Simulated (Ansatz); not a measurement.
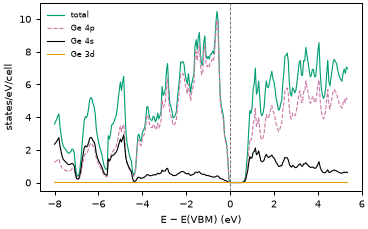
Fig. 1. Total and projected density of states of Ge in space group P4_32_12 (No. 96; Ge on 4a, Ge on 8b), PBEsol in the plane-wave PAW code Ansatz

**Question.** Which orbitals carry the states next to the gap?

**Answer.** Top 1 eV of the valence band: Ge 4p 95 %. Bottom 1 eV of the conduction band: Ge 4p 63 %, Ge 4s 33 %. Projections are on Löwdin-orthogonalised atomic valence shells; empty p or d shells of many metals are not among them.

**Question.** Where is the tallest occupied peak in this window, and what makes it?

**Answer.** Near -0.6 eV, about 10 states/eV per cell; the largest projected share is Ge 4p.

The first step of the workflow began from a Materials Project structure, measured or hypothetical; the Crystallography Open Database files this formula in space group No. 96, but the cells were not matched. It is not the phase usual at ambient conditions (space group No. 227). The PBEsol relaxation kept the symmetry of its start; phonons on a q-mesh show no instability. Spin–orbit coupling is left out wherever it is not named.

Potentials: the later of the program's two PAW sets.
